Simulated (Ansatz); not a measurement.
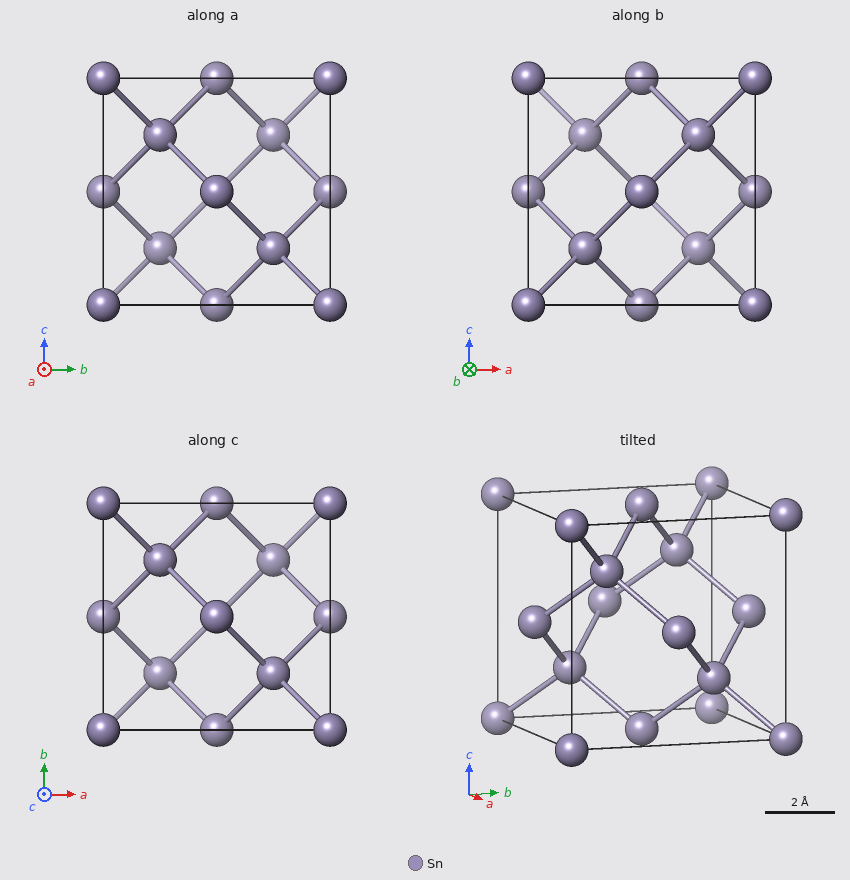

Ball-and-stick representation of a periodic structure, projected along the a axis, along the b axis, along the c axis and slightly off an axis. Thin lines show the conventional unit cell, with boundary atoms drawn in all their periodic places.

Lattice parameters: a = 6.6559 Å, b = 6.6559 Å, c = 6.6559 Å, α = 90.000°, β = 90.000°, γ = 90.000°.

### Give the structure in the form of a CIF with its space group and independent sites.

```cif
data_structure
_symmetry_space_group_name_H-M 'F d -3 m :1'
_symmetry_Int_Tables_number 227
_cell_length_a 6.6559
_cell_length_b 6.6559
_cell_length_c 6.6559
_cell_angle_alpha 90.000
_cell_angle_beta 90.000
_cell_angle_gamma 90.000
_cell_volume 294.87
loop_
_atom_site_label
_atom_site_type_symbol
_atom_site_symmetry_multiplicity
_atom_site_Wyckoff_symbol
_atom_site_fract_x
_atom_site_fract_y
_atom_site_fract_z
_atom_site_occupancy
Sn1 Sn 8 a 0.2500 0.7500 0.7500 1
```

It goes back to a structure type filled with this element by a generator (whether the element takes this form wasn't checked). Earlier steps of the study may have refined or changed the cell and positions. Ansatz was used for an electronic-structure calculation on it.
